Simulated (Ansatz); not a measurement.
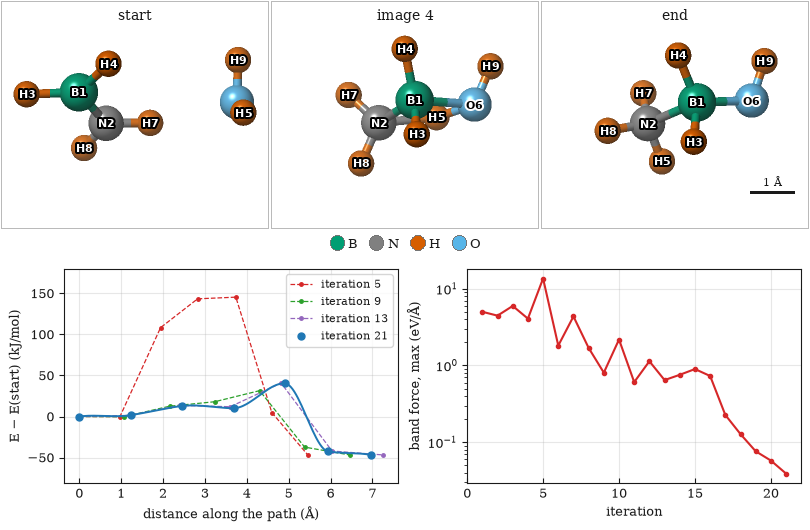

A search for the minimum-energy path of BNH$_{6}$O by the nudged elastic band. Images are numbered from 0 (start) to 6 (end). The plot follows the band through its iterations. Style: ball-and-stick. Shown from a free direction.

Theory: RKS PBE0-D4/def2-SVP (Ansatz 0.2.0).

The input:
```yaml
crystal:
  periodic: [false, false, false]
  atoms:
    - {symbol: B, position_ang: [-1.104663, -0.320525, 1.004593]}
    - {symbol: N, position_ang: [-0.530884, 0.809788, 0.455199]}
    - {symbol: H, position_ang: [-1.993588, -0.212376, 1.800943]}
    - {symbol: H, position_ang: [-0.695489, -1.398286, 0.668546]}
    - {symbol: H, position_ang: [1.131677, -0.676702, -2.025396]}
    - {symbol: O, position_ang: [1.635033, -0.072101, -1.473871]}
    - {symbol: H, position_ang: [0.221347, 0.764614, -0.220397]}
    - {symbol: H, position_ang: [-0.824972, 1.742019, 0.692184]}
    - {symbol: H, position_ang: [2.161640, -0.636331, -0.901700]}
basis:
  gaussian: {orbitals: def2-SVP}
hamiltonian: {xc: pbe0, dispersion: d4}
neb:
  images: 5
  climbing: true
  max_iterations: 40
  initial_path: idpp
  final_atoms:
    - {symbol: B, position_ang: [-0.338301, -0.628466, -0.075363]}
    - {symbol: N, position_ang: [-0.022553, 0.979870, 0.291689]}
    - {symbol: H, position_ang: [-1.475751, -0.569407, -0.507853]}
    - {symbol: H, position_ang: [-0.248677, -1.196922, 1.000541]}
    - {symbol: H, position_ang: [-0.021836, 1.507458, -0.576110]}
    - {symbol: O, position_ang: [0.640073, -0.981987, -1.063220]}
    - {symbol: H, position_ang: [0.889456, 1.087915, 0.724280]}
    - {symbol: H, position_ang: [-0.728636, 1.366790, 0.909687]}
    - {symbol: H, position_ang: [1.306325, -1.565152, -0.703551]}
```

Command:
```bash
ansatz run in.yaml --threads 2 --pin off --events-out ev --progress --plain --max-ram 4352MiB
```

**Judge this run.**

The run is converged, with reservations. The band converged in 21 iterations. The largest component of the band force went from 5 to 0.039 eV/Å. The climbing image converged on the top of the path. Its curvatures weren't checked. The largest force component is 0.36 eV/Å at the start and 0.36 eV/Å at the end; an end with forces this large is no minimum, and the barrier measured from it can be far off. The first iteration put the highest image at 632.2 kJ/mol. The energy climbs by 40.3 kJ/mol to image 4 and then falls by 87.1 kJ/mol, so the end point sits at −46.8 kJ/mol. The profile has 2 maxima (images 2, 4) with a dip at image 3 (+10.1 kJ/mol), so the process runs in steps.
